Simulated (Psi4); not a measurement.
**[BH4]− (SMILES [H][B-]([H])([H])[H]): a first try and a second**

Aim: a single-point energy of [BH4]− at SCS-OMP2/aug-cc-pVDZ (fitted SCF).

Program for the calculation: Psi4 1.11.

2 further runs of the same task are left out: 2 set aside as unsound or not needed.

**1. The molecule**

[BH4]−: 5 atoms, total charge -1, spin state singlet. SMILES: `[H][B-]([H])([H])[H]`. The coordinates come from a GFN2-xTB relaxation.

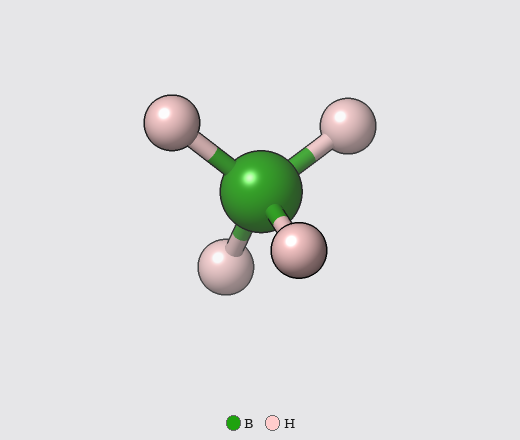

Viewed from a chosen angle; boron green, hydrogen pink.

**2. First attempt**

Contents of run.py:

```python
import psi4

psi4.set_memory(1600000000)
psi4.set_num_threads(1)
psi4.core.set_output_file('psi4.out', False)

geom = psi4.geometry("""
-1 1
B      0.000000    -0.000190    -0.000050
H      0.011880    -0.020580     1.229120
H      1.154650     0.011840    -0.420810
H     -0.587600     1.007810    -0.387560
H     -0.578930    -0.998880    -0.420690
units bohr
no_reorient
no_com
""")

options = {'reference': 'rhf', 'mp2_type': 'conv', 'maxiter': 60}
psi4.set_options(options)

energy_value = psi4.energy('scs-omp2/aug-cc-pVDZ', molecule=geom)
print('E =', round(energy_value, 9))
```

On the command line:

```console
$ python run.py
```

psi4.out:

```text
[...]
  Running in c1 symmetry.
[...]
  Nuclear repulsion =   19.261360788248140
[...]
  Multiplicity = 1
[...]
  Nalpha       = 5
  Nbeta        = 5
[...]
    Number of basis functions: 59
[...]
   @RHF iter   1:   -25.05356191284911    7.28253e-01   1.29885e-02 ADIIS/DIIS
[...]
   @RHF iter   9:   -25.34399385667885   -6.35936e-13   1.83323e-09 DIIS
[...]
    Orbital Energies [Eh]
    ---------------------
    Doubly Occupied:
       1A     -7.184232     2A     -0.548706     3A     -0.212179
       4A     -0.212132     5A     -0.212076
[...]
  @RHF Final Energy:   -25.34399385667885
   => Energetics <=
    Nuclear Repulsion Energy =             19.2613607882481404
    One-Electron Energy =                 -72.4720589606821477
    Two-Electron Energy =                  27.8667043157551575
    Total Energy =                        -25.3439938566788499
[...]
 Multipole Moments:
 ------------------------------------------------------------------------------------
     Multipole            Electronic (a.u.)      Nuclear  (a.u.)        Total (a.u.)
 ------------------------------------------------------------------------------------
 L = 1.  Multiply by 2.5417464519 to convert [e a0] to [Debye]
 Dipole X            :          0.0000129           -0.0000000            0.0000129
 Dipole Y            :          0.0008848           -0.0007600            0.0001248
 Dipole Z            :          0.0001390           -0.0001900           -0.0000510
 Magnitude           :                                                    0.0001354
[...]
	SCS-MP2 Total Energy (a.u.)        :   -25.51723323740757
	SOS-MP2 Total Energy (a.u.)        :   -25.51864480011239
[...]
	MP2 Total Energy (a.u.)            :   -25.51528249321172
[...]
	SCS-OMP2 Total Energy (a.u.)       :   -25.51783967685886
	SOS-OMP2 Total Energy (a.u.)       :   -25.50557730632485
[...]
	OMP2 Total Energy (a.u.)           :   -25.51528255013503
[...]
```

On the terminal:

```text
E = -25.517839677
```

Wall time 5.4 s (1 thread of Intel Xeon Platinum 8275CL at 3.00GHz (Skylake/Cascade Lake), shared host); peak memory 0.24 GiB.

**3. Reading the log**

The run finished; that doesn't make the result usable.

What is wrong: the coordinates are read in the wrong unit, so the molecule is scaled by the ratio of bohr to ångström. As the program read them, the closest atoms are 0.65 Å apart, against 1.23 Å in the sound input.

**4. The mended input**

Contents of job.py:

```python
import psi4

psi4.set_memory(1600000000)
psi4.set_num_threads(1)
psi4.set_output_file('bh4.out', False)

geom = psi4.geometry("""
-1 1
B
H 1 1.229397
H 1 1.228983 2 109.47434
H 1 1.229431 3 109.45703 2 119.99469
H 1 1.228609 3 109.47822 4 119.99566
no_reorient
no_com
""")

psi4.set_options({
    'reference': 'rhf',
    'mp2_type': 'conv',
})

result = psi4.energy("scs-omp2/aug-cc-pVDZ", molecule=geom)
print(f'total energy {result:.8f} hartree = {result * 27.211386:.5f} eV')
```

On the command line:

```console
$ python job.py
```

bh4.out:

```text
[...]
  Running in c1 symmetry.
[...]
  Nuclear repulsion =   10.192673740989235
[...]
  Multiplicity = 1
[...]
  Nalpha       = 5
  Nbeta        = 5
[...]
    Number of basis functions: 59
[...]
   @RHF iter   1:   -26.87856517903068   -6.07535e-01   5.95011e-03 DIIS/ADIIS
[...]
   @RHF iter   8:   -26.97695871881661   -1.57172e-11   1.52058e-09 DIIS
[...]
    Orbital Energies [Eh]
    ---------------------
    Doubly Occupied:
       1A     -7.293502     2A     -0.453351     3A     -0.190025
       4A     -0.189922     5A     -0.189873
[...]
  @RHF Final Energy:   -26.97695871881661
   => Energetics <=
    Nuclear Repulsion Energy =             10.1926737409892354
    One-Electron Energy =                 -57.7059180809914380
    Two-Electron Energy =                  20.5362856211855949
    Total Energy =                        -26.9769587188166078
[...]
 Multipole Moments:
 ------------------------------------------------------------------------------------
     Multipole            Electronic (a.u.)      Nuclear  (a.u.)        Total (a.u.)
 ------------------------------------------------------------------------------------
 L = 1.  Multiply by 2.5417464519 to convert [e a0] to [Debye]
 Dipole X            :          0.0016861           -0.0007153            0.0009708
 Dipole Y            :          0.0000371            0.0000012            0.0000383
 Dipole Z            :         -0.0006728            0.0001838           -0.0004891
 Magnitude           :                                                    0.0010877
[...]
	SCS-MP2 Total Energy (a.u.)        :   -27.13371885304604
	SOS-MP2 Total Energy (a.u.)        :   -27.13861490928173
[...]
	MP2 Total Energy (a.u.)            :   -27.12496998992130
[...]
	SCS-OMP2 Total Energy (a.u.)       :   -27.13427630113998
	SOS-OMP2 Total Energy (a.u.)       :   -27.12638658192541
[...]
	OMP2 Total Energy (a.u.)           :   -27.12496988564681
[...]
```

The script printed:

```text
total energy -27.13427630 hartree = -738.36127 eV
```

Run time: 5.1 s. Hardware: 1 thread of Intel Xeon Platinum 8275CL at 3.00GHz (Skylake/Cascade Lake), shared host; peak memory 0.24 GiB.

**5. Outcome**

Level: SCS-OMP2/aug-cc-pVDZ (fitted SCF).

```
                                             quantity         value
                                         total energy  -27.13428 Eh
                  HOMO energy (Hartree–Fock orbitals)      -5.17 eV
                  LUMO energy (Hartree–Fock orbitals)       4.46 eV
HOMO–LUMO gap (to an unbound level, set by the basis)       9.62 eV
                                   correlation energy    -157.3 mEh
```

The first attempt's energy was +43.985 eV off this one.
